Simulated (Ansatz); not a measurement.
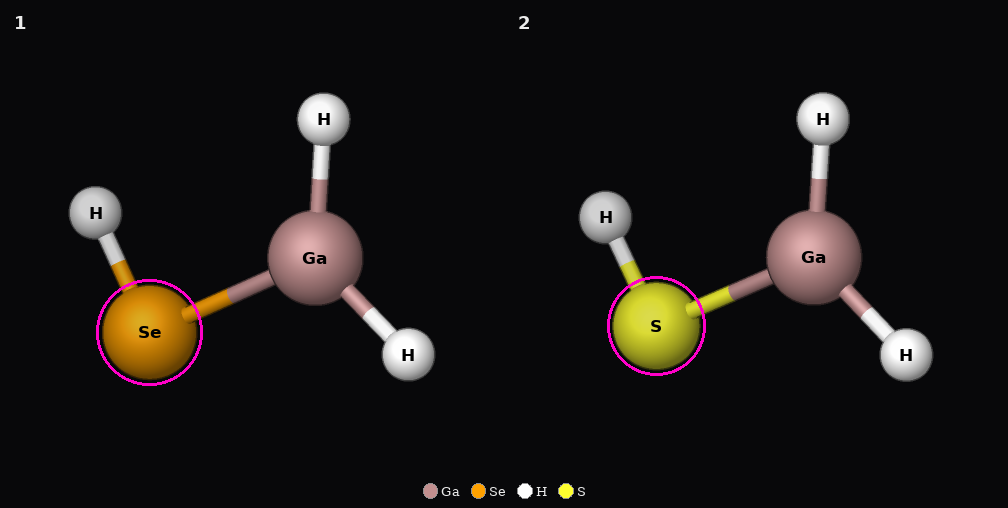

2 molecules with one skeleton, seen from the same side and at one scale; the atom that differs is circled. Each species is neutral and a spin singlet. Computed geometries: PBE0-D4/def2-TZVP optimisations, one conformation each. Properties computed with Ansatz 0.2.0.

One atom differs, called X below: Se in panel 1, S in panel 2. Their formulas are GaH3Se (`[GaH2][SeH]`), GaH3S (`[SH][GaH2]`).

**In which is the vertical ionisation energy higher (PBE-D4/def2-TZVPP)?**

In panel 2 (X = S).

**In which is the dipole moment larger (PBE-D4/def2-TZVPP)?**

In panel 2 (X = S).

Give the values. With PBE0-D4/def2-TZVP: length of X–Ga (Å), length of X–H (Å), angle Ga–X–H (°), harmonic zero-point energy (kJ/mol). With CAM-B3LYP-D4/def2-TZVPP: HOMO energy (Kohn–Sham orbital) (eV), HOMO–LUMO gap (eV). With PBE-D4/def2-TZVPP: dipole moment (D), vertical ionisation energy (eV).

| quantity | 1 (Se) | 2 (S) | 2 − 1 |
| --- | --- | --- | --- |
| length of X–Ga (Å) | 2.322 | 2.199 | −0.123 |
| length of X–H (Å) | 1.468 | 1.343 | −0.125 |
| angle Ga–X–H (°) | 93.6 | 95.0 | +1.4 |
| HOMO energy (Kohn–Sham orbital) (eV) | −8.59 | −9.03 | −0.44 |
| HOMO–LUMO gap (eV) | 7.89 | 8.40 | +0.51 |
| dipole moment (D) | 0.78 | 1.01 | +0.23 |
| vertical ionisation energy (eV) | 9.59 | 10.03 | +0.44 |
| harmonic zero-point energy (kJ/mol) | 56.7 | 59.9 | +3.2 |
